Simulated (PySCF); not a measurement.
```csv
atom,x (Å),y (Å),z (Å)
C,-1.6381,1.5962,-0.2554
C,-0.8531,0.5560,-0.0126
Si,-0.5050,-0.1099,1.7265
C,-0.1890,-0.1776,-1.1476
N,1.2547,-0.1891,-1.0150
C,1.9248,-1.2759,-0.5950
O,1.4317,-2.3474,-0.3468
H,-1.8337,1.9543,-1.2567
H,-2.1323,2.1296,0.5388
H,-1.3168,0.6657,2.6663
H,0.9141,0.0897,2.0383
H,-0.8583,-1.5246,1.7739
H,-0.4998,-1.2266,-1.1371
H,-0.4548,0.2672,-2.1133
H,1.7351,0.6892,-1.1236
H,3.0130,-1.0879,-0.5209
```

Geometry: GFN2-xTB.

Theory: CAM-B3LYP/def2-SVPD, SCF density, gas phase in PySCF 2.14.0.

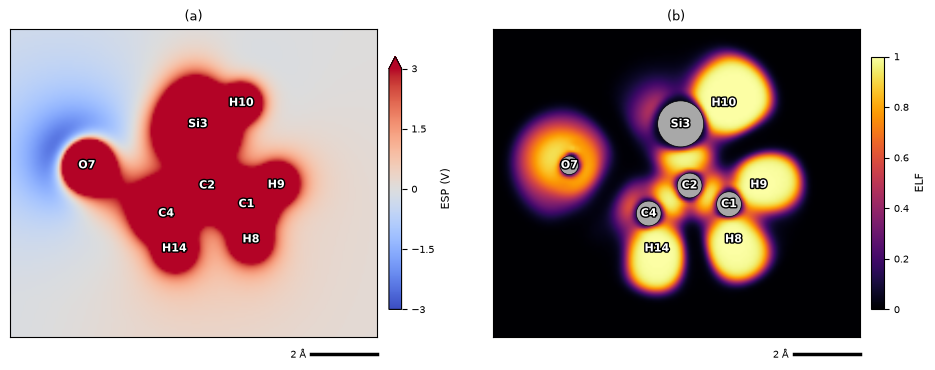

C$_{4}$H$_{9}$NOSi (SMILES C=C([SiH3])CNC=O). (a) electrostatic potential; (b) ELF on the plane of atoms H8, C1 and H9. Grey discs cover the atomic cores in the ELF map.

Question: What do the fields say about this system?

Answer: The section cuts through C, Si, O and H sites.
C–C (1.33 Å): the ELF peaks at about 0.90 between the atoms (a short, multiple covalent bond).
C–Si (1.89 Å): the ELF peaks at about 1 between the atoms, as expected for localised, covalent bonding.
C–C (1.51 Å): the ELF peaks at about 0.95 between the atoms; localised, covalent bonding.
The ELF also peaks beside O7, away from the bonds: lone-pair regions.
Outside the dense part of the molecule the potential is most negative (−2.4 V) near O7.
